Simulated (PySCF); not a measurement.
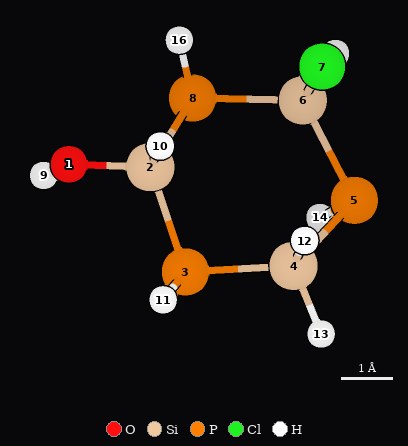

Fig. 1: The structure as given in the input (ball-and-stick view, seen at a tilt; atoms are numbered from 1 in the order of the input). Bond lengths as drawn: Cl–Si 2.03 Å, H–O 0.95 Å, H–P 1.38 Å, H–Si 1.46 to 1.47 Å, O–Si 1.62 Å and P–Si 2.24 to 2.26 Å.

# Run report: Si3P3H8ClO, NMR shielding calculation

System: Si3P3H8ClO, SMILES O[Si@H]1P[SiH2]P[Si@H](Cl)P1.
Method: GIAO PBE0/pcSseg-1 NMR shielding, non-relativistic, gas phase (PySCF 2.14.0).

The geometry comes from this level: GFN2-xTB. Figures and captions count atoms from 1; the log counts them from 0 in places.

### The program's output
```
coarse grid: 17416 points
cycle   1  E = -2431.6770548512  dE =  8.316e-01  |g| = 7.573e-01  |ddm| = 3.954e+00
cycle   2  E = -2431.4885542766  dE =  1.885e-01  |g| = 1.232e+00  |ddm| = 1.963e+00
cycle   3  E = -2431.7859069262  dE = -2.974e-01  |g| = 1.038e-01  |ddm| = 1.452e+00
cycle   4  E = -2431.7882244685  dE = -2.318e-03  |g| = 3.985e-02  |ddm| = 1.749e-01
cycle   5  E = -2431.7885752943  dE = -3.508e-04  |g| = 8.452e-03  |ddm| = 6.153e-02
cycle   6  E = -2431.7885933402  dE = -1.805e-05  |g| = 3.613e-03  |ddm| = 1.987e-02
cycle   7  E = -2431.7885975906  dE = -4.250e-06  |g| = 4.729e-04  |ddm| = 6.305e-03
final grid: 137488 points
cycle   8  E = -2431.8416446267  dE = -2.820e-05  |g| = 6.361e-03  |ddm| = 3.157e-02
cycle   9  E = -2431.8416388015  dE =  5.825e-06  |g| = 8.191e-03  |ddm| = 1.385e-02
cycle  10  E = -2431.8416512764  dE = -1.247e-05  |g| = 1.055e-03  |ddm| = 8.441e-03
cycle  11  E = -2431.8416514699  dE = -1.935e-07  |g| = 2.205e-04  |ddm| = 1.204e-03
cycle  12  E = -2431.8416514823  dE = -1.235e-08  |g| = 5.856e-05  |ddm| = 4.330e-04
cycle  13  E = -2431.8416514835  dE = -1.191e-09  |g| = 1.229e-05  |ddm| = 1.245e-04
cycle  14  E = -2431.8416514835  dE = -4.002e-11  |g| = 3.754e-06  |ddm| = 2.443e-05
```

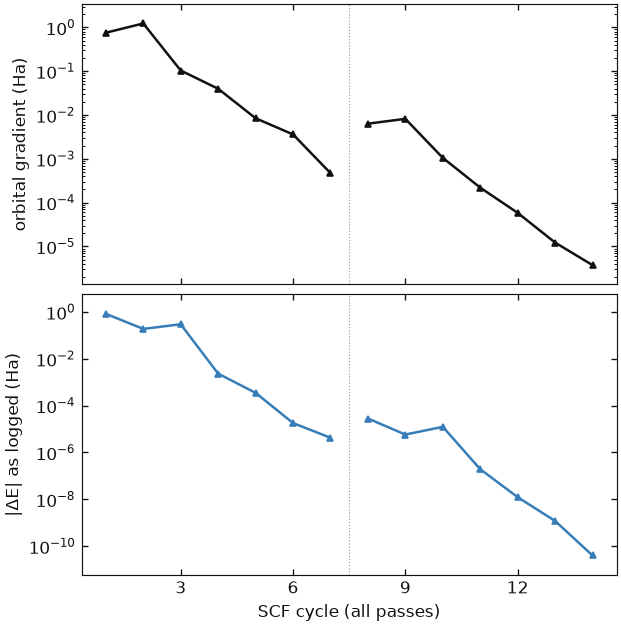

Fig. 2: Convergence of the self-consistent field: orbital gradient and size of the energy change against the SCF cycle. The dotted line marks the change from a coarse to the final integration grid. The first 7 cycles use a coarse grid, the final grid takes over at cycle 8, and the field converges after 14 cycles in all.

```
converged SCF energy = -2431.8416514835

GIAO shielding tensors (ppm)
atom      isotropic    diamagn.    paramagn.     s11        s22        s33       span
  0 O      287.443     384.789     -97.346    260.864    296.068    305.397     44.533
  1 Si     338.087     878.141    -540.055    284.032    335.183    395.045    111.014
  2 P      598.764     969.888    -371.124    542.214    583.236    670.843    128.629
  3 Si     406.997     880.171    -473.173    354.371    414.103    452.518     98.147
  4 P      608.985     968.632    -359.646    543.249    554.483    729.224    185.975
  5 Si     332.194     878.353    -546.159    273.938    348.249    374.394    100.456
  6 Cl     925.014    1149.284    -224.270    829.497    922.195   1023.350    193.854
  7 P      546.106     969.904    -423.798    511.062    524.330    602.926     91.864
  8 H       30.388      30.882      -0.494     22.630     26.034     42.500     19.870
  9 H       25.412      29.542      -4.129     21.971     25.052     29.214      7.243
 10 H       30.312      30.925      -0.613     24.210     26.544     40.181     15.970
 11 H       26.820      29.357      -2.537     23.614     25.078     31.767      8.153
 12 H       27.001      28.848      -1.847     21.889     24.974     34.139     12.250
 13 H       31.296      31.736      -0.439     26.628     27.478     39.783     13.154
 14 H       25.555      27.968      -2.413     22.089     23.071     31.505      9.417
 15 H       29.840      31.086      -1.245     24.519     27.152     37.850     13.331
```

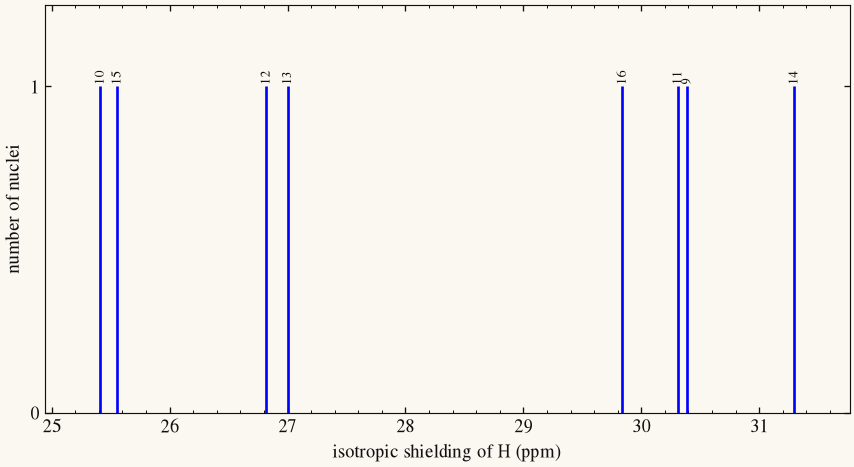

Fig. 3: Isotropic shieldings of the hydrogen nuclei in this fixed geometry, labelled by atom number; shielding grows to the right, so chemical shift grows to the left. The least shielded is H10 (25.4 ppm), the most shielded H14 (31.3 ppm).

The run was set up as follows.

### Input file
```
{"job": {"kind": "nmr", "xc": "PBE0", "basis": "pcSseg-1"}, "charge": 0, "multiplicity": 1}
O     -3.217477    -0.209223    -0.404373
Si    -1.596052    -0.247453    -0.378527
P     -0.797011     1.856795    -0.508012
Si     1.368364     1.449741    -0.921579
P      2.431467     0.601258     0.868850
Si     1.294831    -1.299143     1.241813
Cl     1.721627    -2.551858    -0.297478
P     -0.918265    -1.081937     1.603954
H     -3.739877     0.272057     0.233751
H     -1.363704    -1.096117    -1.546250
H     -1.148527     2.024449    -1.831543
H      1.618473     0.528016    -2.037605
H      1.995512     2.743576    -1.206455
H      1.718051     1.321562     1.804851
H      1.843835    -1.915418     2.452908
H     -1.218846    -2.387358     1.273332
```

The first line tells a small driver script what to run in PySCF; the rest is the geometry in Å.

Launch command:
```bash
OMP_NUM_THREADS=1 python <driver script> task.json out
```

### Key numbers

- outcome: converged
- total energy: −2431.841651 hartree
- HOMO: −7.46 eV
- LUMO: −0.79 eV
- dipole moment: 1.51 D
- isotropic shielding, O: 287.4 ppm
- isotropic shielding, Si: 332.2 to 407.0 ppm
- isotropic shielding, P: 546.1 to 609.0 ppm
- isotropic shielding, Cl: 925.0 ppm
- isotropic shielding, H: 25.4 to 31.3 ppm
- hardware: 1 CPU thread, shared host
- wall time: 49 s
- peak memory: 1.1 GiB
